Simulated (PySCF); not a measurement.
```xyz
18

O     0.7812   -0.0890    2.5046
C     1.0277   -0.0590    1.3452
C     2.2901    0.3999    0.6118
C     1.5404   -0.0496   -0.6758
C     0.3147   -0.5223    0.1240
C    -1.0293    0.0752   -0.2282
C    -2.2117   -0.4872    0.4948
C    -2.0523   -0.7220   -0.9629
F    -1.7686   -1.9444   -1.5206
H     3.1251   -0.1694    0.9729
H     2.4505    1.4506    0.6187
H     1.3559    0.6620   -1.4434
H     2.0081   -0.9453   -1.2029
H     0.3021   -1.6202    0.1370
H    -0.9732    1.1087   -0.4832
H    -2.9796    0.1766    0.8498
H    -1.9946   -1.2243    1.2545
H    -2.7514   -0.2593   -1.5939
```

Geometry: GFN2-xTB, MD frame at 250 fs, 200 K.

Theory: PySCF 2.14.0, PBE0/pcSseg-1, SCF density, gas phase, non-relativistic.

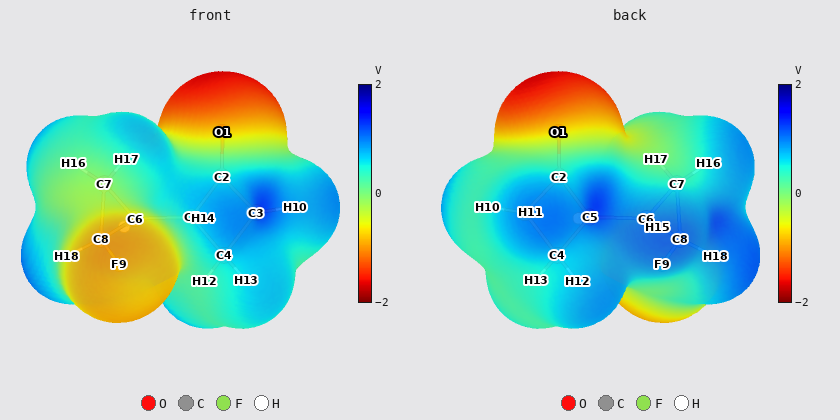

C$_{7}$H$_{9}$FO. The molecular electrostatic potential painted on the density surface at 0.002 e/bohr³, seen from the front and from behind; red is negative and blue positive.

Question: Describe the electrostatic potential map.

Answer: The most negative region (about −1.6 V) lies over O1, the most positive (about +1.2 V) over the C atoms. O1 is the likeliest acceptor of a hydrogen bond.
